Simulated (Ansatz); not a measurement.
# AlClF2: what the fields show

Input

```
crystal:
  periodic: [false, false, false]
  atoms:
    - { symbol: Al, position_ang: [0.0, 0.0, 0.0] }
    - { symbol: Cl, position_ang: [0.0, 0.0, 2.23] }
    - { symbol: F, position_ang: [1.4635, 0.0, -0.845] }
    - { symbol: F, position_ang: [-1.4635, 0.0, -0.845] }
basis:
  gaussian: { orbitals: def2-SVP }
hamiltonian:
  xc: pbe0
relax:
  f_tol: 0.02
  max_steps: 40
output:
  orbitals: {}
```

Run with:

```sh
ansatz run input.yaml --threads 1 --pin off --max-ram 2048MiB --backend cpu --events-out ev --progress --plain --runs-dir out
```

The fields are those of the run's last geometry, not of the input's.

The calculation used RKS PBE0/def2-SVP in Ansatz 0.2.0.

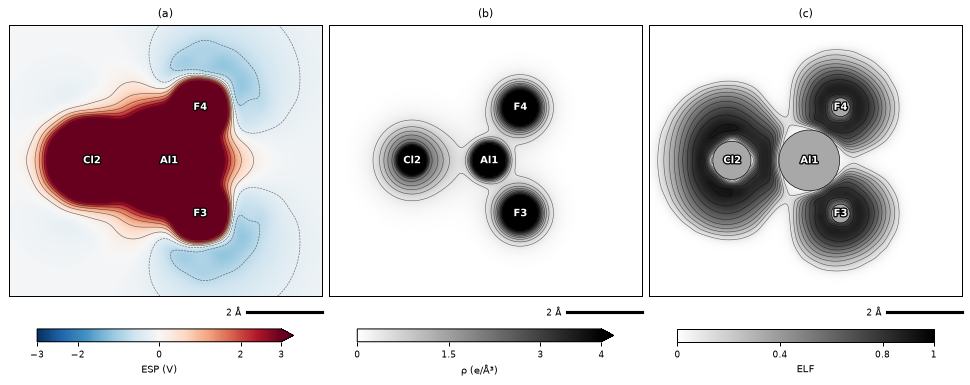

Figure 1. (a) molecular electrostatic potential; (b) total electron density; (c) electron localisation function on the molecular plane. Grey discs cover the atomic cores in the ELF map.

> Read the bonding off the picture.

- The plane passes through Al, Cl and F nuclei.
- Al–F (1.65 Å): ρ is about 0.84 e/Å³ halfway; the ELF peaks at about 0.85 in the valence shell of F, 0.6 Å from its nucleus, and is about 0.30 at the midpoint.
- Al–Cl (2.07 Å): ρ is about 0.75 e/Å³ halfway; the ELF peaks at about 0.85 in the valence shell of Cl, 1.0 Å from its nucleus, and is about 0.80 at the midpoint.
- The ELF also peaks beside F3, Cl2 and F4, away from the bonds: lone-pair regions.
- Outside the dense part of the molecule the potential is most negative (−1.2 V) near F3 and F4.

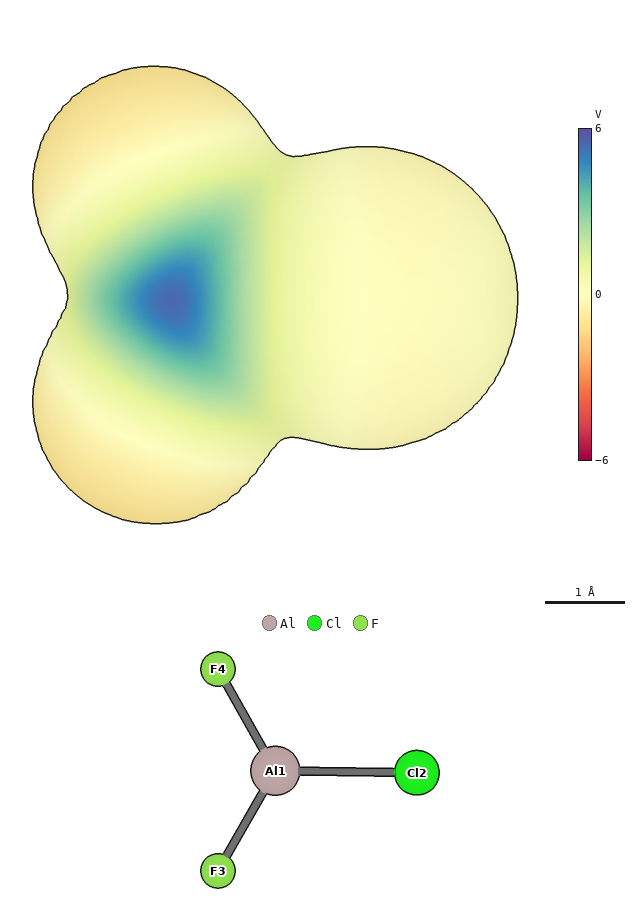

Figure 2. The molecular electrostatic potential painted on the density surface at 0.002 e/bohr³, seen at a tilt; the colour scale runs from red (negative) to blue (positive). The bare structure is drawn below in the same view.

> Where is the surface potential most negative and most positive?

The most negative region (about −1.1 V, or −25 kcal/mol for a unit charge) lies over F3 and F4, the most positive (about +5.3 V, or +122 kcal/mol for a unit charge) over Al1.

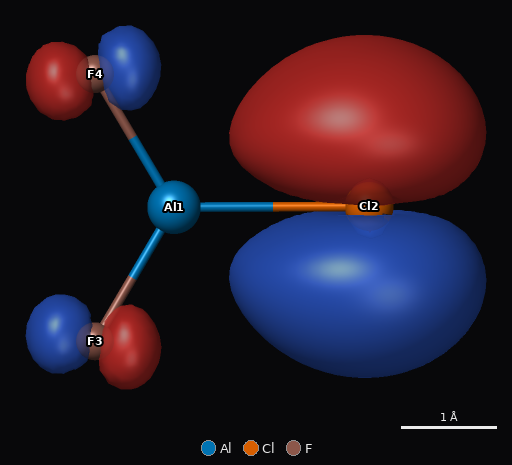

Figure 3. The HOMO at ±0.1 Å⁻³ᐟ² (blue and red are the two phases), seen across its widest extent.

> Where does this orbital lie, and at what energy?

It lies mainly on Cl2 (about 90 %); it is symmetric in the molecular plane (an in-plane orbital: σ, lone-pair or in-plane π type); largely a lone pair of Cl2. Its energy is −9.80 eV.
